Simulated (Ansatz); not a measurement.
# InSiH3ClO (SMILES [SiH3][O][In][Cl]): UPBE/def2-SVP (core potential)

Aim: the vertical ionisation energy of InSiH3ClO at UPBE/def2-SVP (core potential), from 2 runs. 

The calculation is run with Ansatz 0.2.0.

113 further runs of the same task are left out: 113 set aside as unsound or not needed.

### Step 1. The system as given

InSiH3ClO: 7 atoms, total charge 0, spin state doublet. As SMILES, `[SiH3][O][In][Cl]`. The coordinates come from a PBE0-D4/def2-TZVP relaxation. This is one conformer, not always the lowest.

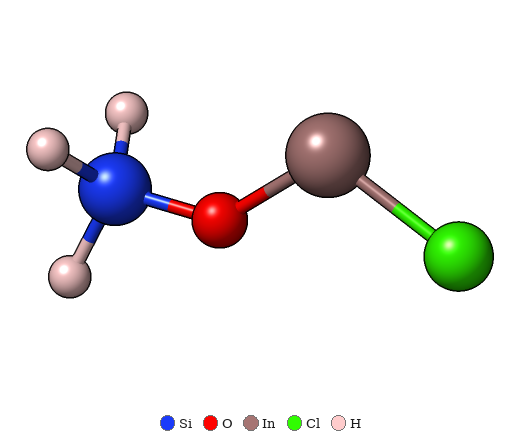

Viewed from a chosen angle; silicon blue, oxygen red, indium brown, chlorine green, hydrogen pink.

### Step 2. A single-point energy at UPBE/def2-SVP (core potential)

job.yaml reads:

```yaml
crystal:
  periodic: [false, false, false]
  atoms:
    - {symbol: Si, position_ang: [0.016600, 1.144600, 0.460800]}
    - {symbol: O, position_ang: [0.203700, -0.441600, 0.114500]}
    - {symbol: In, position_ang: [-0.437600, -1.723300, -1.270600]}
    - {symbol: Cl, position_ang: [0.330700, -3.933200, -1.041200]}
    - {symbol: H, position_ang: [0.496200, 2.009500, -0.655300]}
    - {symbol: H, position_ang: [0.803700, 1.457800, 1.681900]}
    - {symbol: H, position_ang: [-1.413400, 1.486100, 0.709900]}
basis:
  gaussian: {orbitals: def2-SVP}
magnetization: {spin_polarized: true, initial_magnetization: 1}
hamiltonian: {xc: pbe}
accuracy: high
output: {orbitals: {seedname: orbitals}}
```

Started as:

```console
ansatz run job.yaml --threads 1 --pin off --max-ram 3480MiB --events-out events.jsonl --progress --plain --runs-dir runs
```

The program printed:

```text
Warning: RAYON_NUM_THREADS=1 ignored (pool sized by the plan → 1); use --threads N
Functional definition: PBE
  name "PBE"
  parameter kappa = 0.804
  parameter beta = 0.06672455060314922
  exchange = pbe_x(kappa = kappa, mu = beta*pi^2/3)
  correlation = pbe_c(beta = beta)
2009 factors; integrals over basis functions are off by at most 8.1e-9 eV
mean field evaluation 1: about -27644.0861 eV, gradient 4.5e1 eV
mean field evaluation 2: about -27498.5715 eV, gradient 1.4e2 eV
mean field evaluation 4: about -27650.1275 eV, gradient 1.9e1 eV
mean field evaluation 8: about -27652.3695 eV, gradient 2.4e-1 eV
mean field evaluation 16: about -27652.3698 eV, gradient 5.0e-5 eV
mean field -27652.36982718 eV, -1016.2058476994 hartree, gradient 6.1e-8 eV, S^2 0.751840; 1 other end points of the search recorded, 0 dependent functions left out
reference -27652.36983120 eV, -1016.2058478473 hartree; 32, 31 occupied and 59, 60 virtual orbitals, 2009 factors
Total energy: -27652.36983120 eV, -1016.2058478473 hartree
```

Run time: 15 s. Hardware: 1 thread of Arm Neoverse V2, shared host; peak memory 0.31 GiB.

### Step 3. The singlet cation

molecule.yaml reads:

```yaml
crystal:
  periodic: [false, false, false]
  atoms:
    - {symbol: Si, position_ang: [0.016600, 1.144600, 0.460800]}
    - {symbol: O, position_ang: [0.203700, -0.441600, 0.114500]}
    - {symbol: In, position_ang: [-0.437600, -1.723300, -1.270600]}
    - {symbol: Cl, position_ang: [0.330700, -3.933200, -1.041200]}
    - {symbol: H, position_ang: [0.496200, 2.009500, -0.655300]}
    - {symbol: H, position_ang: [0.803700, 1.457800, 1.681900]}
    - {symbol: H, position_ang: [-1.413400, 1.486100, 0.709900]}
basis:
  gaussian:
    orbitals: def2-SVP
accuracy: high
total_charge: 1
hamiltonian:
  xc: {name: PBE}
output: {orbitals: {seedname: orbitals}}
```

Started as:

```console
ansatz run molecule.yaml --threads 1 --pin off --max-ram 3480MiB --events-out events.jsonl --progress --plain --runs-dir runs
```

The program printed:

```text
Warning: RAYON_NUM_THREADS=1 ignored (pool sized by the plan → 1); use --threads N
[... 6 set-up lines as earlier in the session ...]
2005 factors; integrals over basis functions are off by at most 8.1e-9 eV
mean field evaluation 1: about -27623.9763 eV, gradient 9.3e1 eV
mean field evaluation 2: about -27420.4566 eV, gradient 2.1e2 eV
mean field evaluation 4: about -27636.6378 eV, gradient 4.3e1 eV
mean field evaluation 8: about -27643.6990 eV, gradient 2.1e0 eV
mean field evaluation 16: about -27643.7227 eV, gradient 1.7e-3 eV
mean field -27643.72266912 eV, -1015.8880705019 hartree, gradient 1.6e-8 eV, S^2 0.000000; 0 other end points of the search recorded, 0 dependent functions left out
reference -27643.72267333 eV, -1015.8880706568 hartree; 31, 31 occupied and 60, 60 virtual orbitals, 2005 factors
Total energy: -27643.72267333 eV, -1015.8880706568 hartree
```

It took 8.1 s on 1 thread of Arm Neoverse V2, shared host; peak memory 0.24 GiB.

### Step 4. What came out

Level: UPBE/def2-SVP (core potential).

| quantity | value |
| --- | --- |
| doublet InSiH3ClO: total energy | -1016.20585 Eh |
| doublet InSiH3ClO: HOMO energy (highest over α and β) | -5.82 eV |
| doublet InSiH3ClO: LUMO energy (lowest over α and β) | -5.03 eV |
| doublet InSiH3ClO: ⟨S²⟩ | 0.752 |
| singlet cation: total energy | -1015.88807 Eh |
| singlet cation: HOMO energy | -11.97 eV |
| singlet cation: LUMO energy | -11.40 eV |
| singlet cation: HOMO–LUMO gap | 0.57 eV |
| vertical ionisation energy (to the singlet cation) | 8.647 eV |

Removing an electron at fixed nuclei costs 8.65 eV (834 kJ/mol). Only the singlet of the ionised species was computed; a triplet could lie lower.
